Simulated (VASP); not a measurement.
Band structure of PbI₂ (1T layered). Method: optB88-vdW, VASP's PBE PAW potentials (set 64) (plane waves; VASP).

Unless said otherwise, spin-orbit coupling is left out, though it shifts the bands of the heavy elements here.

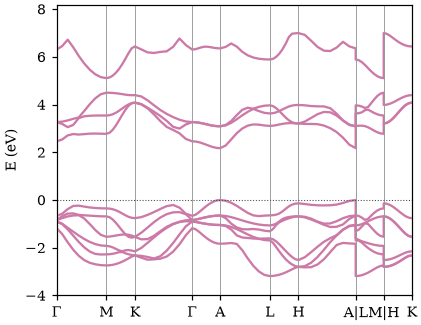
Fig. 1. Bands along high-symmetry lines, zero at the valence-band maximum or, without a gap, the Fermi level

Problem. Read the plot: is there a gap, and where are the band edges?

Solution. The gap is direct, 2.17 eV, from the valence maximum at A to the conduction minimum at A. (Edges off the drawn lines would not show.)

Measured: gap 2.40 eV (computed value off by -0.23 eV), as given by Wikipedia, List of semiconductor materials.

The compound is PbI2 in the 1T layered structure. It was relaxed first.
